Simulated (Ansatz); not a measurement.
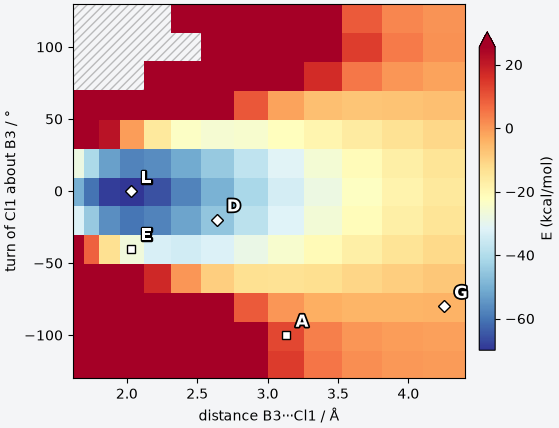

BClF3, charge −1. 
- The turn is about an axis along (−0.95, 0.29, 0.07) in the frame of the relaxed pair, normal to the line between the partners.
- First axis: distance B3···Cl1. Second axis: turn of Cl1 about B3.
- The grid has 13 × 13 points. At 15 points there is no value (left out of the scan, as a rule where atoms come close).
- Points are written as (first, second).
- Energies: kcal/mol, counted from the ion and the molecule far apart, frozen as in the relaxed pair, each in its own basis (no counterpoise correction).
- Energies and slopes of some neighbouring points disagree (a jump in structure or state, or too coarse a mesh).
- Method: Ansatz, RKS B3LYP-D4/def2-SVPD.

Drawn: one coloured cell a grid point, one colour for all values above the top of the scale, hatched blanks where no value was computed, lettered points.

**Rank the lettered points by energy, lowest first.**

L (−70 kcal/mol), D (−45 kcal/mol), E (−27 kcal/mol), G (−3.9 kcal/mol), A (12 kcal/mol).
